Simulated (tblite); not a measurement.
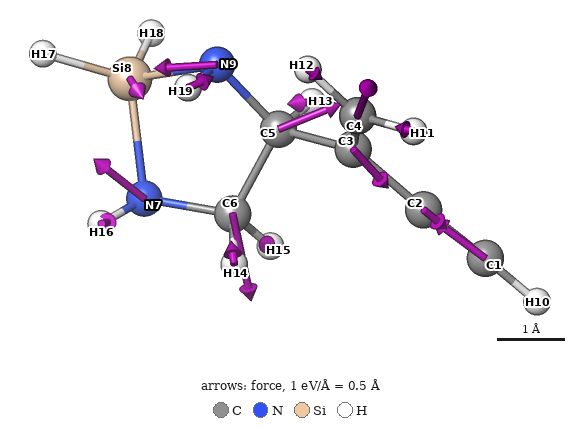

Starting geometry of C6H10N2Si with the computed forces as purple arrows. A ball-and-stick model, seen from a free direction.

Method: GFN2-xTB geometry optimisation, gas phase in tblite 0.8.0. 

Question: Is this structure relaxed? If not, where do the atoms go?

Answer: It isn't relaxed: the largest force vector, on C6, is 3.05 eV/Å. The final displacements have little in common with the starting forces (cosine between the two patterns 0.18). H19 moves most after the best rigid fit: 1.92 Å. Largest moves by element: H 1.92 Å, Si 0.32 Å, N 0.30 Å, C 0.27 Å. Some distances before and after: N7–Si8 1.817 → 1.721 Å, C5–C6 1.484 → 1.537 Å, N7–H16 1.044 → 1.006 Å, C6–H15 1.130 → 1.095 Å. Bond angles that change, for instance: Si8–N7–H16 104.1° → 123.7°, C5–N9–Si8 97.6° → 112.6°, C6–N7–H16 105.9° → 113.6°. Over 174 geometry steps the energy falls by 101.8 kJ/mol. The run took 2.3 s on 1 thread of Arm Neoverse N1, on a shared host.
